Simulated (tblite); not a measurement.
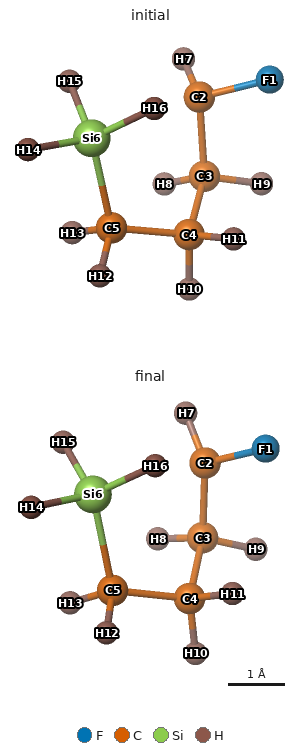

The structure of C₄H₁₀FSi (multiplicity 2) before (top) and after (bottom) a relaxation, at one scale.

A ball-and-stick model, seen from a free direction.

Computed with GFN2-xTB geometry optimisation, gas phase (tblite). 

Describe what moved and what it gained.

Answer. The energy falls by 0.528 eV in 81 geometry steps. The largest move after the best rigid fit is that of H7, 0.33 Å. Largest moves by element: H 0.33 Å, F 0.31 Å, Si 0.14 Å, C 0.14 Å. Among the contacts that change: C5–Si6 1.844 → 1.908 Å, C2–C3 1.534 → 1.476 Å, C2–Si6 2.803 → 2.761 Å, C4–H10 1.133 → 1.093 Å. Among the angles between lasting bonds that change: C3–C2–H7 107.8° → 123.0°, F1–C2–C3 106.5° → 115.7°, H15–Si6–H16 107.8° → 114.9°.
